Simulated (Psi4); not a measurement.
**revPBE/def2-SVPD run of HNO3 (nitric acid)**

Aim: the vertical ionisation energy of HNO3 (nitric acid) at revPBE/def2-SVPD, from 2 runs. 

The calculation is run with Psi4 1.11.

2 further runs of the same task are left out: 1 that didn't finish, 1 set aside as unsound or not needed.

**1. The system as given**

HNO3: 5 atoms, total charge 0, spin state singlet. As SMILES, `O=[N+]([O-])O`. The coordinates come from a PBE0-D4/def2-TZVP relaxation. This is one conformer, not always the lowest.

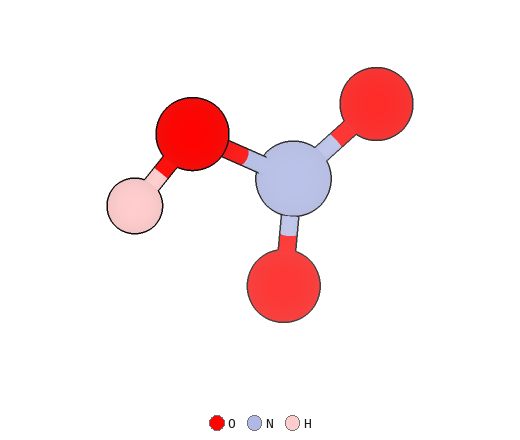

The structure, seen from a chosen angle (oxygen red, nitrogen light blue, hydrogen pink).

**2. Energy and gradient at revPBE/def2-SVPD**

hno3.xyz

```xyz
5
HNO3
O      1.317870    -0.315800     0.746500
N      0.253090    -0.279730     0.226190
O     -0.596440    -1.123960     0.141450
O     -0.044080     0.932950    -0.373960
H     -0.930440     0.786540    -0.740170
```

job.py

```python
import psi4

psi4.set_memory(2200000000)
psi4.set_num_threads(1)
psi4.set_output_file('run.log', False)

with open('hno3.xyz') as f:
    atoms = ''.join(f.readlines()[2:])
geom = psi4.geometry('0 1\n' + atoms + 'symmetry c1\nno_reorient\nno_com')

options = {'basis': 'def2-SVPD', 'puream': True, 'e_convergence': 1e-09, 'd_convergence': 1e-08, 'scf_type': 'pk', 'dft_radial_points': 99, 'dft_spherical_points': 590}
psi4.set_options(options)

e_tot, wfn = psi4.gradient("revpbe", return_wfn=True)
psi4.oeprop(wfn, "QUADRUPOLE", "MULLIKEN_CHARGES", "LOWDIN_CHARGES")
print('gradient / Eh bohr^-1')
print(e_tot.np.round(6))
print(f'energy = {wfn.energy():.10f} Eh')
```

On the command line:

```console
$ python job.py
```

run.log:

```text
[...]
  Running in c1 symmetry.
[...]
  Nuclear repulsion =  127.635963317852998
[...]
  Multiplicity = 1
[...]
  Nalpha       = 16
  Nbeta        = 16
[...]
    Number of basis functions: 97
[...]
   @RKS iter   1:  -280.39805152467846    2.34224e-01   8.69761e-03 DIIS/ADIIS
[...]
   @RKS iter  12:  -280.64435185686671   -1.02318e-12   1.74272e-09 DIIS
[...]
  @RKS Final Energy:  -280.64435185686671
   => Energetics <=
    Nuclear Repulsion Energy =            127.6359633178529975
    One-Electron Energy =                -636.7053257100817518
    Two-Electron Energy =                 261.2658437095279851
    DFT Exchange-Correlation Energy =     -32.8408331741659580
    Empirical Dispersion Energy =           0.0000000000000000
    VV10 Nonlocal Energy =                  0.0000000000000000
    Total Energy =                       -280.6443518568667059
[...]
  -Total Gradient:
     Atom            X                  Y                   Z
    ------   -----------------  -----------------  -----------------
       1       -0.037451113768     0.001571129495    -0.018404410038
       2        0.002607670496    -0.002476003726     0.002156152259
       3        0.027078211403     0.027755266067     0.002389612537
       4       -0.002763458741    -0.026511465042     0.008720068022
       5        0.010532670727    -0.000336707077     0.005139636788
[...]
 Multipole Moments:
 ------------------------------------------------------------------------------------
     Multipole            Electronic (a.u.)      Nuclear  (a.u.)        Total (a.u.)
 ------------------------------------------------------------------------------------
 L = 1.  Multiply by 2.5417464519 to convert [e a0] to [Debye]
 Dipole X            :        -12.4735481           11.8296666           -0.6438814
 Dipole Y            :         10.2959073           -9.8758032            0.4201041
 Dipole Z            :         -9.8289904            9.3637441           -0.4652462
 Magnitude           :                                                    0.8986239
 L = 2.  Multiply by 1.3450342976 to convert [e a0^2] to [Debye ang]
 Quadrupole XX       :        -81.3981152           64.5285018          -16.8696134
 Quadrupole XY       :         -3.2931973            1.7038587           -1.5893386
[...]
  Mulliken Charges: (a.u.)
   Center  Symbol    Alpha    Beta     Spin     Total
       1     O     4.15007  4.15007  0.00000 -0.30014
       2     N     3.21223  3.21223  0.00000  0.57554
       3     O     4.15624  4.15624  0.00000 -0.31248
       4     O     4.10368  4.10368  0.00000 -0.20735
       5     H     0.37779  0.37779  0.00000  0.24443
   Total alpha = 16.00000, Total beta = 16.00000, Total charge = -0.00000
  Lowdin Charges: (a.u.)
   Center  Symbol    Alpha    Beta     Spin     Total
       1     O     3.96460  3.96460  0.00000  0.07080
[...]
```

Standard output:

```text
gradient / Eh bohr^-1
[[-0.037451  0.001571 -0.018404]
 [ 0.002608 -0.002476  0.002156]
 [ 0.027078  0.027755  0.00239 ]
 [-0.002763 -0.026511  0.00872 ]
 [ 0.010533 -0.000337  0.00514 ]]
energy = -280.6443518569 Eh
```

Run time: 16 s. Hardware: 1 thread of Intel Xeon 6975P-C (Granite Rapids), shared host; peak memory 1.1 GiB.

**3. The doublet cation: a single-point energy at U-revPBE/def2-SVPD**

hno3.json

```json
{
 "schema_name": "qcschema_input",
 "schema_version": 1,
 "molecule": {
  "schema_name": "qcschema_molecule",
  "schema_version": 2,
  "symbols": ["O", "N", "O", "O", "H"],
  "geometry": [2.49041337, -0.59677551, 1.41068055, 0.47827078, -0.52861309, 0.42743715, -1.12710825, -2.12397658, 0.26730176, -0.08329913, 1.76301999, -0.70668198, -1.75827678, 1.48634519, -1.39871859],
  "molecular_charge": 1,
  "molecular_multiplicity": 2,
  "fix_symmetry": "c1"
 },
 "driver": "energy",
 "model": {
  "method": "revpbe",
  "basis": "def2-SVPD"
 },
 "keywords": {
  "reference": "uks",
  "puream": true,
  "e_convergence": 1e-09,
  "d_convergence": 1e-08,
  "scf_type": "pk",
  "dft_radial_points": 99,
  "dft_spherical_points": 590,
  "maxiter": 100
 }
}
```

On the command line:

```console
$ psi4 --qcschema hno3.json -n 1 --memory 2200MB
```

stdout:

```text
[...]
  Running in c1 symmetry.
[...]
  Nuclear repulsion =  127.635963245308730
[...]
  Multiplicity = 2
[...]
  Nalpha       = 16
  Nbeta        = 15
[...]
    Number of basis functions: 97
[...]
   @UKS iter   1:  -280.04841460743768    5.83861e-01   6.79676e-03 ADIIS/DIIS
[...]
   @UKS iter  17:  -280.20368749273371   -5.68434e-13   1.08133e-09 DIIS
[...]
   @S^2 Observed:                7.541661774E-01
[...]
    Orbital Energies [Eh]
    ---------------------
    Alpha Occupied:
       1A    -19.234866     2A    -19.222673     3A    -19.184964
       4A    -14.632544     5A     -1.561143     6A     -1.396256
       7A     -1.316869     8A     -0.958371     9A     -0.881290
      10A     -0.870250    11A     -0.836616    12A     -0.749952
      13A     -0.670212    14A     -0.659733    15A     -0.657031
      16A     -0.630891
    Alpha Virtual:
      17A     -0.435755    18A     -0.287107    19A     -0.232370
      20A     -0.168246    21A     -0.123948    22A     -0.113922
      23A     -0.108281    24A     -0.084601    25A     -0.066377
[...]
  @UKS Final Energy:  -280.20368749273371
   => Energetics <=
    Nuclear Repulsion Energy =            127.6359632453087301
    One-Electron Energy =                -626.2268941643694689
    Two-Electron Energy =                 250.8202258159797964
    DFT Exchange-Correlation Energy =     -32.4329823896527643
    Empirical Dispersion Energy =           0.0000000000000000
    VV10 Nonlocal Energy =                  0.0000000000000000
    Total Energy =                       -280.2036874927337067
[...]
 Multipole Moments:
 ------------------------------------------------------------------------------------
     Multipole            Electronic (a.u.)      Nuclear  (a.u.)        Total (a.u.)
 ------------------------------------------------------------------------------------
 L = 1.  Multiply by 2.5417464519 to convert [e a0] to [Debye]
 Dipole X            :          0.3751110           -1.0722097           -0.6970987
 Dipole Y            :         -0.7067871            0.9049172            0.1981301
 Dipole Z            :          0.4458302           -0.8523968           -0.4065665
 Magnitude           :                                                    0.8309624
[...]
```

The result, in JSON:

```text
{
 "driver": "energy",
 "model": {
  "method": "revpbe",
  "basis": "def2-SVPD"
 },
 "success": true,
 "return_result": -280.2036874927337,
 "properties": {
  "calcinfo_nbasis": 97,
  "calcinfo_nmo": 97,
  "calcinfo_nalpha": 16,
  "calcinfo_nbeta": 15,
  "calcinfo_natom": 5,
  "nuclear_repulsion_energy": 127.63596324530873,
  "return_energy": -280.2036874927337,
  "scf_one_electron_energy": -626.2268941643695,
  "scf_two_electron_energy": 250.8202258159798,
  "scf_xc_energy": -32.432982389652764,
  "scf_dipole_moment": [-0.6970987486473323, 0.19813009345941168, -0.40656653564707296],
  "scf_total_energy": -280.2036874927337,
  "scf_iterations": 17
 }
}
```

Wall time 20 s (1 thread of Intel Xeon 6975P-C (Granite Rapids), shared host); peak memory 1.1 GiB.

**4. Results**

Level: revPBE/def2-SVPD.

| quantity | value |
| --- | --- |
| singlet HNO3: total energy | -280.64435 Eh |
| singlet HNO3: dipole moment | 2.28 D |
| singlet HNO3: HOMO energy | -7.72 eV |
| singlet HNO3: LUMO energy | -3.13 eV |
| singlet HNO3: HOMO–LUMO gap | 4.59 eV |
| singlet HNO3: largest force on an atom | 2.147 eV/Å |
| doublet cation: total energy | -280.20369 Eh |
| doublet cation: HOMO energy (highest over α and β) | -17.08 eV |
| doublet cation: LUMO energy (lowest over α and β) | -16.28 eV |
| doublet cation: ⟨S²⟩ | 0.754 |
| vertical ionisation energy (to the doublet cation) | 11.991 eV |

What this shows: Removing an electron at fixed nuclei costs 11.99 eV (1157 kJ/mol). The largest force (singlet HNO3) is 2.15 eV/Å: the shape isn't a stationary point for this species at this level. −ε(HOMO) before ionisation, 7.72 eV, is 4.27 eV below this ionisation energy.
